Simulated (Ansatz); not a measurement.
# Fields on a plane of ZnS (wurtzite)

```xyz
4
Lattice="3.8061 0.0000 0.0000 -1.9031 3.2962 0.0000 0.0000 0.0000 6.2447" Properties=species:S:1:pos:R:3 pbc="T T T"
Zn     1.9031     1.0987     6.2432
Zn     0.0000     2.1975     3.1208
S      1.9031     1.0987     3.9058
S      0.0000     2.1975     0.7834
```

The slice is a (-1 1 0 2) plane (indices of the conventional cell) through the point (0.333, 0.667, 0.500) (fractional), spanned by u = [110] and v = [1 -1 1] in vectors of this cell: u (3.81 Å) and v (9.08 Å, at 90° to u). It covers one period; positions are fractions (u, v).

Atoms on it: Zn at (0.00, 0.00). Other atoms lie within 1 Å of the plane.

Calculation: r2SCAN (plane waves to 500 eV, PAW, scalar-relativistic; Ansatz, an electronic-structure program). k mesh 10×10×6. Near the nuclei the fields are pseudised (PAW); where an atom keeps semicore shells as valence, they peak there. ZnS was relaxed with its symmetry unable to fall.

```
|88664433222222334466|
|44443322222222223344|
|22222211111111112222|
|11111100000000001111|
|11110000000000000011|
|00000000111111000000|
|00000011222222110000|
|00001122333333221100|
|00112233444444332211|
|11112244555555442211|
|11223344555555443322|
|22223333444444333322|
|44333333333333333333|
|44443322222222223344|
|44332211111111112233|
|44332211000000112233|
|44333311000000113333|
|44443311000000113344|
|44333311000000113333|
|33332211000000112233|
|33332211000000112233|
|44443322111111223344|
|88664422222222224466|
|99884433222222334488|
```
Scale: ten equal steps from -1.67 (start of '0') to 1.67 (end of '9'), in the order '0123456789'. Values: log₁₀ of the valence density in e/Å³. The map has 10 points along u (two characters each, u = 0 at the left) and 24 along v (v = 0 in the bottom row). The scale is logarithmic, as a density can span decades between atoms and voids.

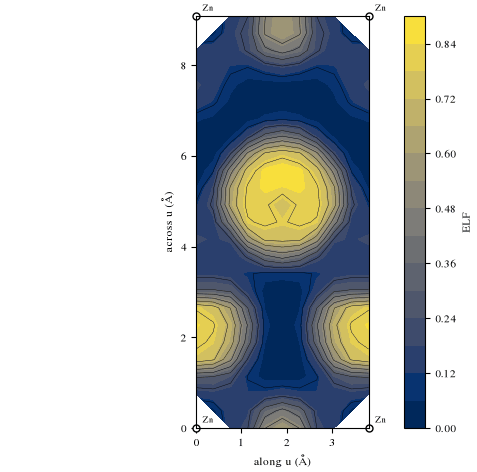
Figure: Electron localisation function (ELF), one period of the plane, atoms marked. Points within 0.5 Å of a nucleus are left white, as the pseudised field means little there.
